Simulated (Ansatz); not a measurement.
# N in place of C at several sites of C(110) slab, H on the bottom face, stepped (201 atoms), part 3 of 3

At which site of C(110) slab, H on the bottom face, stepped (201 atoms) does N in place of C cost least, and what about the site decides it?

Ansatz 0.2.0; Kohn-Sham DFT, PBE+D3(BJ), PAW (set soft_2), plane waves.

The cell: 177 C and 24 H. The main run has no spin polarisation. Sampling is at Γ alone, for a cell whose shortest periodic width is 10 Å. 60 of the 201 atoms are held fixed where they were built.

So far. Step 3 (Relaxation): The relaxation converged after 8 steps, 13.8 eV below its start, with a largest force component of 0.029 eV/Å on the free atoms. Step 5 (N on a site of C, site C74): The relaxation converged after 8 steps, 0.102 eV below its start, with a largest force component of 0.023 eV/Å on the free atoms.

### Step 6. N on a site of C, site C147

The site has 3 bonded neighbours (C3) at 1.52 Å on average, in the slab. 

input.yaml

```yaml
crystal:
  lattice:
    - [10.089, 0.0, 0.0]
    - [0.0, 10.701, 0.0]
    - [0.0, 0.0, 19.71786]
  atoms:
    [... atom lines 1 to 143 left out ...]
    - { symbol: C, position: [0.75006, 0.41507, 0.55563] }
    - { symbol: C, position: [0.75009, 0.32381, 0.62327] }
    - { symbol: C, position: [0.62104, 0.58161, 0.62205] }
    - { symbol: "N", position: [0.62148, 0.48227, 0.67902] }
    - { symbol: C, position: [0.74951, 0.42268, 0.67752] }
    - { symbol: C, position: [0.37668, 0.83469, 0.29892] }
    - { symbol: C, position: [0.50199, 0.74821, 0.2985] }
    [... atom lines 151 to 201 left out ...]
kpoints:
  mp_grid: { grid: [1, 1, 1] }
hamiltonian:
  xc: pbe
  dispersion: d3bj
scf:
  occupations: { method: fermi_dirac, width: 0.05 }
output:
  forces: true
  eigenvalues: true
relax:
  f_tol: 0.05
  max_steps: 90
  constraints:
    - { sites: [0, 1, 14, 15, 30, 31, 32, 44, 45, 46, 47, 59, 60, 61, 62, 75, 76, 78, 89, 90, 91, 92, 103, 104, 105, 118, 119, 120, 134, 135, 136, 148, 149, 163, 164, 165, 177, 178, 179, 180, 181, 182, 183, 184, 185, 186, 187, 188, 189, 190, 191, 192, 193, 194, 195, 196, 197, 198, 199, 200], fix: xyz }
```

Launch:

```sh
ansatz run input.yaml --threads 8 --pin off --max-ram 15872MiB --backend cpu --events-out ev --progress --plain --runs-dir out
```

Numbers of over 12 decimals in the logs are rounded to 6 here.

What it wrote:

```text
[...]
Crystal: 201 atoms, lattice volume = 2128.787 Å³
Basis set: ecut = 420 eV, 41567 PW (Γ), exchange–correlation on 144×144×270 points (8 copies of the dense FFT grid, shifted against one another)
Bands: 568, of which v1, the nominal top of the filled ones, is band 367 counted from 1 (366 counted from 0)
Symmetry: 1 space group operations
[...]
k-points: 1
[...]
SCF iter   1: F=—  HF=-44900.625085 eV  |F-HF|=—  |Δ(HF+E_count)|=         —  Δρ=1.27e-2  dr2=2.00e1  ethr=1.77e-3  ⟨swp⟩=8.0  Hψ=2975  notcnv=0  defer=165
[...]
SCF iter  11: F=—  HF=-44899.065594 eV  |F-HF|=—  |Δ(HF+E_count)|=   1.33e-5  Δρ=6.00e-5  dr2=1.29e-4  ethr=6.01e-8  ⟨swp⟩=2.0  Hψ=657  notcnv=0  defer=192
SCF iter  12: F=-44899.065590 eV  HF=-44899.065606 eV  |F-HF|=1.62e-5  |Δ(HF+E_count)|=   1.24e-5  Δρ=3.37e-5  dr2=4.10e-5  ethr=8.53e-9  ⟨swp⟩=29.0  Hψ=5480  notcnv=0
SCF 1 converged in 12 iterations: F = -44899.065590 eV  dr2 = 4.10e-5
[...]
relax step   1: F+E_penalty+E_count = -44899.06558992 eV  Δ(F+E_penalty+E_count) = +0.000e0 eV  max|allowed force component| = 1.504e0 eV/Å  Δτ_max = 0.0000 Å  (12 SCF iters, dr2 threshold 6.25e-5 eV, accepted)
[...]
relax step   2: F+E_penalty+E_count = -44899.23664562 eV  Δ(F+E_penalty+E_count) = -1.711e-1 eV  max|allowed force component| = 6.108e-1 eV/Å  Δτ_max = 0.0729 Å  (7 SCF iters, dr2 threshold 1.00e-4 eV, accepted)
[...]
relax step   3: F+E_penalty+E_count = -44899.27014821 eV  Δ(F+E_penalty+E_count) = -3.350e-2 eV  max|allowed force component| = 2.941e-1 eV/Å  Δτ_max = 0.0169 Å  (7 SCF iters, dr2 threshold 2.33e-5 eV, accepted)
relax step   4: F+E_penalty+E_count = -44899.28595495 eV  Δ(F+E_penalty+E_count) = -1.581e-2 eV  max|allowed force component| = 1.973e-1 eV/Å  Δτ_max = 0.0240 Å  (7 SCF iters, dr2 threshold 1.43e-5 eV, accepted)
relax step   5: F+E_penalty+E_count = -44899.30536784 eV  Δ(F+E_penalty+E_count) = -1.941e-2 eV  max|allowed force component| = 2.933e-1 eV/Å  Δτ_max = 0.0494 Å  (8 SCF iters, dr2 threshold 9.03e-6 eV, accepted)
relax step   6: F+E_penalty+E_count = -44899.32680224 eV  Δ(F+E_penalty+E_count) = -2.143e-2 eV  max|allowed force component| = 3.782e-1 eV/Å  Δτ_max = 0.0847 Å  (8 SCF iters, dr2 threshold 3.87e-5 eV, accepted)
relax step   7: F+E_penalty+E_count = -44899.33633375 eV  Δ(F+E_penalty+E_count) = -9.532e-3 eV  max|allowed force component| = 3.659e-1 eV/Å  Δτ_max = 0.0844 Å  (7 SCF iters, dr2 threshold 1.00e-4 eV, accepted)
relax step   8: F+E_penalty+E_count = -44899.35667977 eV  Δ(F+E_penalty+E_count) = -2.035e-2 eV  max|allowed force component| = 1.625e-1 eV/Å  Δτ_max = 0.0210 Å  (5 SCF iters, dr2 threshold 1.00e-4 eV, accepted)
relax step   9: F+E_penalty+E_count = -44899.01200652 eV  Δ(F+E_penalty+E_count) = +3.447e-1 eV  max|allowed force component| = 1.344e0 eV/Å  Δτ_max = 0.2000 Å  (12 SCF iters, dr2 threshold 5.20e-6 eV, rejected (line search))
relax step  10: F+E_penalty+E_count = -44899.36463603 eV  Δ(F+E_penalty+E_count) = -7.956e-3 eV  max|allowed force component| = 9.838e-2 eV/Å  Δτ_max = 0.0397 Å  (14 SCF iters, accepted)
relax step  11: F+E_penalty+E_count = -44899.36618421 eV  Δ(F+E_penalty+E_count) = -1.548e-3 eV  max|allowed force component| = 5.156e-2 eV/Å  Δτ_max = 0.0089 Å  (10 SCF iters, accepted)
[...]
relax step  12: F+E_penalty+E_count = -44899.36691651 eV  Δ(F+E_penalty+E_count) = -7.323e-4 eV  max|allowed force component| = 1.605e-2 eV/Å  Δτ_max = 0.0069 Å  (10 SCF iters, accepted)
SCF converged after 10 iterations
Free energy (F): -44899.366917 eV
[...]
Internal energy: -44899.281310 eV  (E = F + TS)
E sigma→0 (E₀):  -44899.324113 eV
Entropy (-TS):   -0.085607 eV (-0.426 meV/atom)
Fermi energy:    4.476924 eV
[...]
Σ components = -44899.366917   (vs F -44899.366917, Δ=0.00e0)
--- Forces (eV/Å), atoms counted from 1 ---
  atom   1  C      1.17927231    -3.83934112     0.74286700
  atom   2  C     -0.51537035     3.25164949     0.96947260
  atom   3  C     -0.00007388    -0.00038439     0.00074587
  atom   4  C      0.00014993    -0.00071028    -0.00140968
[...]
atom 201  H      0.10910658    -0.45361603    -1.31646813
  max |Σ_I F_I| component: 5.00e-5 eV/Å
--- Band table (eV) ---
[...]
--- Relaxed structure (12 steps of the walk, 11 accepted, 0 SCFs on fresh bases) ---
  F+E_penalty+E_count = -44899.36691651 eV   max|allowed force component| = 1.605e-2 eV/Å
  atoms:
    - { symbol: C, position: [0.87196, 0.170910, 0.299430] }
    - { symbol: C, position: [0.00066, 0.081520, 0.29845] }
    - { symbol: C, position: [0.999865, 0.000755956, 0.361490] }
    - { symbol: C, position: [0.875178, 0.251998, 0.362207] }
[...]
- { symbol: H, position: [0.74957, 0.692500, 0.254780] }
```

It took 5.8 min on 8 threads of Arm Neoverse V1, shared host; peak memory 3.2 GiB; 44 min of CPU time.

The relaxation converged after 12 steps, 0.301 eV below its start, with a largest force component of 0.016 eV/Å on the free atoms.

### Step 7. N on a site of C, site C21

The site has 4 bonded neighbours (C4) at 1.54 Å on average, in the slab. 

Input and log are left out; they have the form of those shown for this kind of step.

Elapsed: 3.4 min, on 8 threads of Arm Neoverse V1, shared host; peak memory 3.2 GiB.

The relaxation converged after 7 steps, 0.101 eV below its start, with a largest force component of 0.034 eV/Å on the free atoms.

### Step 8. N on a site of C, site C161

The site has 4 bonded neighbours (C4) at 1.52 Å on average, in the slab. 

Input and log are left out; they have the form of those shown for this kind of step.

The job ended after 3.2 min (8 threads of Arm Neoverse V1, shared host; peak memory 3.2 GiB; 24 min of CPU time).

The relaxation converged after 7 steps, 0.148 eV below its start, with a largest force component of 0.039 eV/Å on the free atoms.

### Step 9. N on a site of C, site C172

The site has 4 bonded neighbours (C4) at 1.56 Å on average, in the slab. 

Input and log are left out; they have the form of those shown for this kind of step.

Wall time 5.3 min (8 threads of Arm Neoverse V1, shared host); peak memory 3.2 GiB.

The relaxation converged after 11 steps, 0.231 eV below its start, with a largest force component of 0.022 eV/Å on the free atoms.

A closer look about the N atom, after relaxation: 10 atoms, nearest first, numbered in the order of the input, with positions taken from that point.

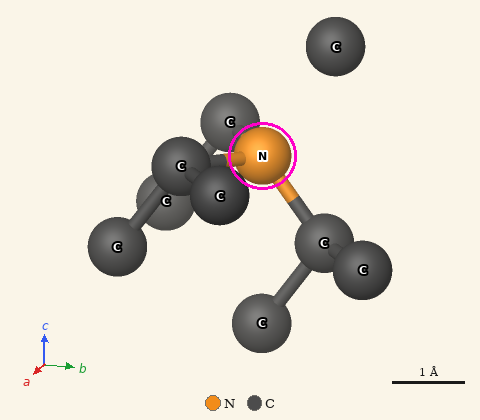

The atoms of the table, within 2.5 Å (arrows a, b, c point along x, y, z); some may hide others; the central atom is ringed.

```
atom      x      y      z  distance (Å)  bonds     Fx     Fy  Fz (eV/Å)
N172   0.00   0.00   0.00          0.00      3  -0.01   0.00       0.01
C158  -1.25  -0.82   0.06          1.50      4  -0.01  -0.01       0.00
C171   0.00   0.93  -1.18          1.51      4   0.00   0.01       0.00
C173   1.24  -0.84   0.10          1.51      4   0.01  -0.01       0.00
C175  -0.05   1.00   1.69          1.97      3  -0.01   0.01      -0.01
C170   1.26  -1.73  -1.17          2.44      4   0.00   0.00       0.00
C155  -1.26  -1.72  -1.19          2.44      4   0.00   0.00       0.00
C168   0.00   0.06  -2.45          2.45      4   0.00   0.00       0.00
 C96   1.25   1.83  -1.14          2.49      4   0.00   0.01       0.00
 C84   2.50   0.06   0.12          2.50      4   0.00   0.00       0.00
```

The column of bonds counts only the pairs C-C within 1.85 Å, C-H within 1.34 Å, C-N within 1.77 Å; other neighbours, such as metal atoms beside each other in a compound, aren't counted, and periodic images can show an atom twice.

Atoms held fixed keep their forces.

The largest move is 0.26 Å, by C175.

### Step 10. N on a site of C, site C73

The site has 4 bonded neighbours (C4) at 1.54 Å on average, in the slab. 

Input and log are left out; they have the form of those shown for this kind of step.

Run time: 3.6 min. Hardware: 8 threads of Arm Neoverse V1, shared host; peak memory 3.2 GiB.

The relaxation converged after 8 steps, 0.254 eV below its start, with a largest force component of 0.044 eV/Å on the free atoms.

### Step 11. The sites compared

All these cells hold the same atoms, so their energies can be compared with no chemical potential.

```
site  neighbours  mean distance (Å)  atoms within 6 Å  energy over the best site (eV)  before relaxation (eV)  gain on relaxing (eV)
C147          C3               1.52               100                            0.00                    0.00                   0.30
 C74          C3               1.44                77                            0.52                    0.32                   0.10
 C73          C4               1.54               100                            1.43                    1.38                   0.25
C161          C4               1.52               102                            1.48                    1.32                   0.15
C172          C4               1.56               141                            1.91                    1.84                   0.23
 C21          C4               1.54               158                            2.26                    2.06                   0.10
```

Neighbours are those of the relaxed host within 1.82 Å (C-C), 1.34 Å (C-H); other pairs aren't counted.

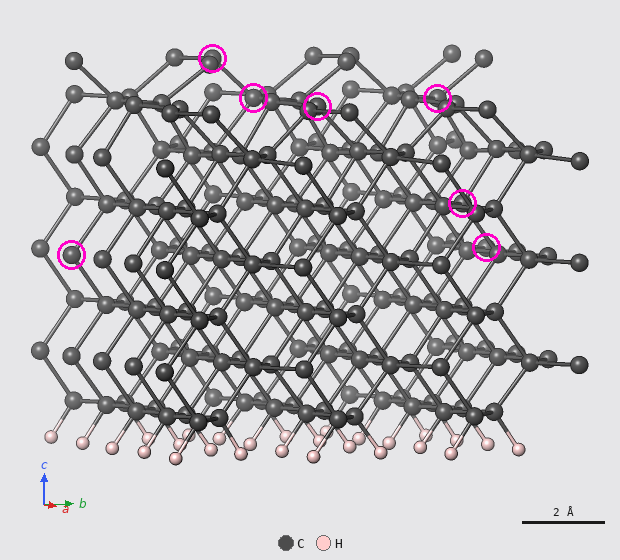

The relaxed cell with the tried sites ringed. Some periodic images of atoms are drawn too.

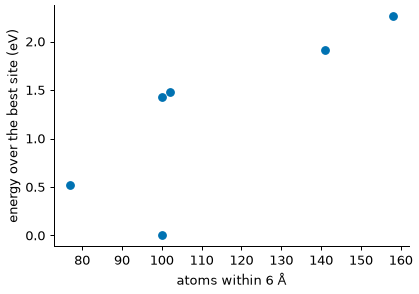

Site energy against the site's surroundings.

### Step 12. Findings

The cheapest site is C147 (3 neighbours, C3); the dearest, C21 (4 neighbours, C4), costs 2.3 eV more. By coordination the energies over the best site are 0.00 to 0.52 eV with 3 neighbours and 1.43 to 2.26 eV with 4 neighbours. Sites with the same first shell differ by up to 0.83 eV, from their geometry, farther neighbours or the strain of the held atoms. Relaxation gains 0.10 to 0.30 eV and leaves the best site the same.

**Limits.** Defects are neutral and interact with their images. Held atoms near a site can't respond, which biases energies and gains. Only 6 of the 177 C sites were tried; unless symmetry makes the others alike to these, a cheaper one may exist. The change leaves an odd electron count, and these runs have no spin polarisation. The slab bears a dipole and has periodic images along its normal, so a spurious field crosses the vacuum. 60 atoms were held in place, and force statistics include the forces on them.

The DFT runs together took 28 min of wall time.

[Logs are printed without paths, hosts, clocks, repeated set-up lines and the standing remarks that a program may print on its own settings, such as how far it seeks lower states.]

[Hosts, paths, dates, database ids (printed as entryN), source tags and the programs' standing remarks are cut or masked in the printed files.]
